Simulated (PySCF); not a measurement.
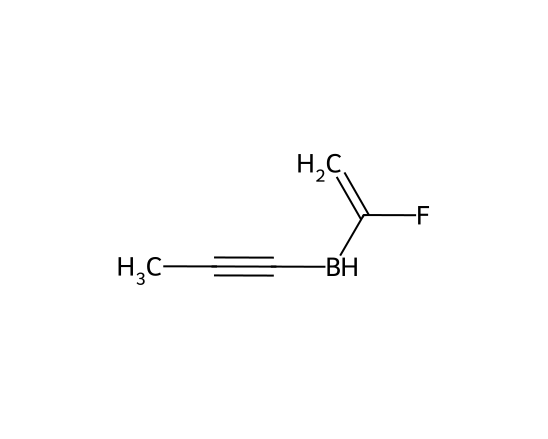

2D structure.

**Transcribe the drawing into SMILES.**

C=C(F)BC#CC

**What is the molecular formula?**

C5H6BF.

**An optimisation with PBE0-D3(BJ)/def2-SVP gave a structure of which point group?**

C1. Other conformers may differ.

More results for the same structure follow; atom numbers are the same in all pictures, views and colours differ. Computed geometry: PBE0-D3(BJ)/def2-SVP optimisation. No frequency run is at hand to confirm it as a minimum.

### Geometry

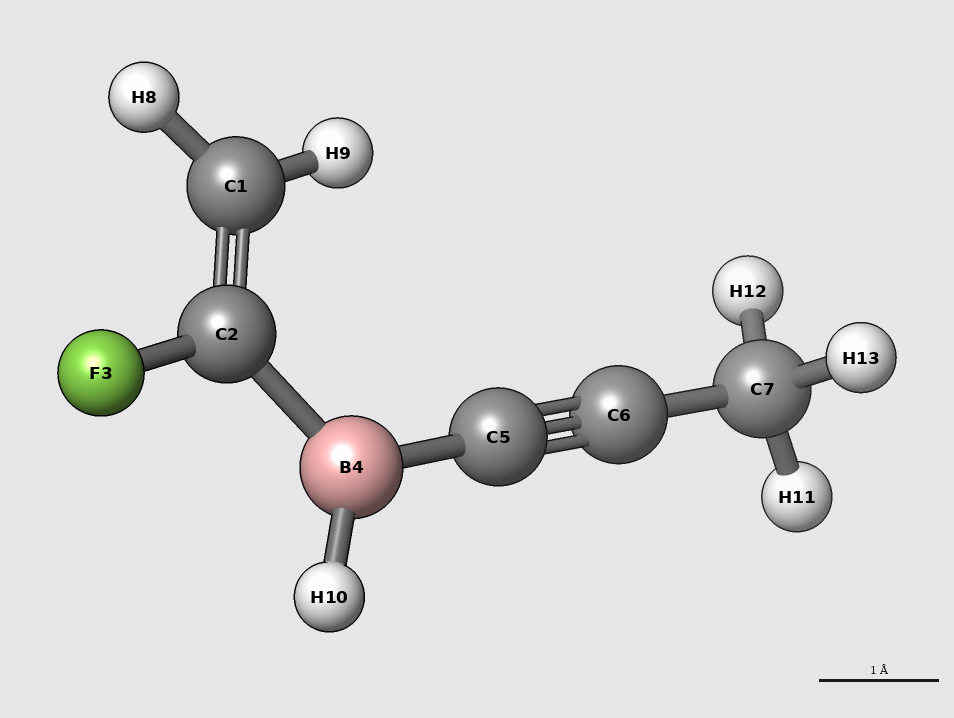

No frequency run is at hand to confirm it as a minimum.

Which atoms are bonded, and how long are the bonds?

```csv
bond,length (Å),order
C1–C2,1.342,double
C1–H8,1.094,single
C1–H9,1.091,single
C2–F3,1.343,single
C2–B4,1.554,single
B4–C5,1.508,single
B4–H10,1.208,single
C5–C6,1.223,triple
C6–C7,1.449,single
C7–H11,1.101,single
C7–H12,1.101,single
C7–H13,1.102,single
```

### Charges

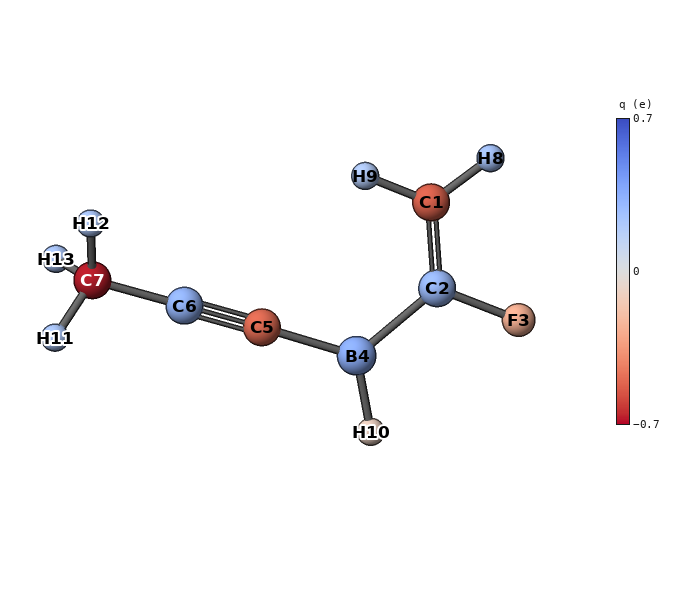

Atoms are coloured by their ESP-fitted charges. No frequency run is at hand to confirm it as a minimum. Properties computed with PBE0/pcSseg-0, gas phase (PySCF 2.14.0).

List the ESP-fitted charges.

| atom | value (e) |
| --- | --- |
| C1 | −0.51 |
| C2 | 0.28 |
| F3 | −0.25 |
| B4 | 0.34 |
| C5 | −0.48 |
| C6 | 0.30 |
| C7 | −0.66 |
| H8 | 0.24 |
| H9 | 0.19 |
| H10 | −0.09 |
| H11 | 0.22 |
| H12 | 0.22 |
| H13 | 0.22 |

### Electronic properties

No frequency run is at hand to confirm it as a minimum. Level of theory: PBE0/def2-SVP, gas phase (PySCF 2.14.0).

**Give the HOMO energy (Kohn–Sham orbital) at this level.**

−7.49 eV.

**What is the dipole moment?**

3.43 D.

**Estimate the HOMO–LUMO gap.**

5.19 eV.

### Quadrupole coupling

No frequency run is at hand to confirm it as a minimum. Electric field gradients from the ground-state density, PBE0/cc-pVDZ (PySCF 2.14.0), non-relativistic apart from any core potentials.

Give the largest field-gradient component, the quadrupole coupling constant and the asymmetry for 11B at B4 (Q = 40.59 mb).

| atom | V_zz (a.u.) | e²qQ/h (MHz) | η |
| --- | --- | --- | --- |
| B4 | 0.444 | 4.24 | 0.07 |
